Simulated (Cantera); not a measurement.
Feed: 1 mol Si, 0.77 mol O2, 54 mol H2, equilibrated at 13300 Pa.

Cantera equilibrium calculation (NASA polynomials, part measured and part estimated; ideal gas, pure solids and liquids). Candidate condensed phases: H2O, Si, SiO2; 18 gas species. Mutual solubility and eutectic melting of coexisting phases are not modelled. The tables hold silica as quartz up to 1696 K and as liquid above; real silica turns to tridymite and cristobalite and melts near 1996 K. The numbers say what is thermodynamically allowed, not how fast it happens.

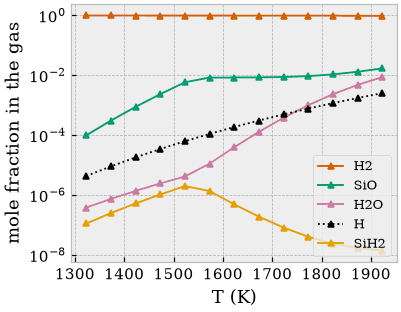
Equilibrium gas composition (values under 1e-9 drawn at 1e-9)

Read off the mole fractions at 1723 K.

H2 about 0.99, SiO about 0.0088, H about 0.00050, H2O about 0.00038, SiH2 about 8.2e-8.
